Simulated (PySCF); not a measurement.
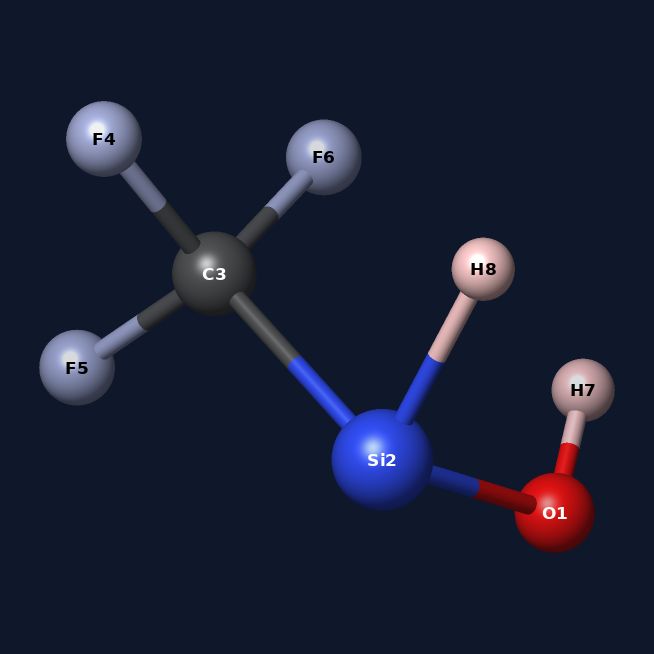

State: charge −1, singlet. The geometry was computed by an optimisation with PBE0-D3(BJ)/def2-SVP. No frequency run is at hand to confirm it as a minimum. Properties computed with delta-SCF UKS SCAN, pcX-2 on the ionised atom, pcseg-1 elsewhere, spin-free X2C (PySCF 2.14.0).

Give the core-electron binding energies (to vacuum; p and d levels without spin–orbit splitting) of O1 1s, Si2 1s, Si2 2p, C3 1s, F4 1s.

| atom | level | binding energy (eV) |
| --- | --- | --- |
| O1 | 1s | 532.8 |
| Si2 | 1s | 1840.7 |
| Si2 | 2p | 101.0 |
| C3 | 1s | 291.6 |
| F4 | 1s | 688.6 |
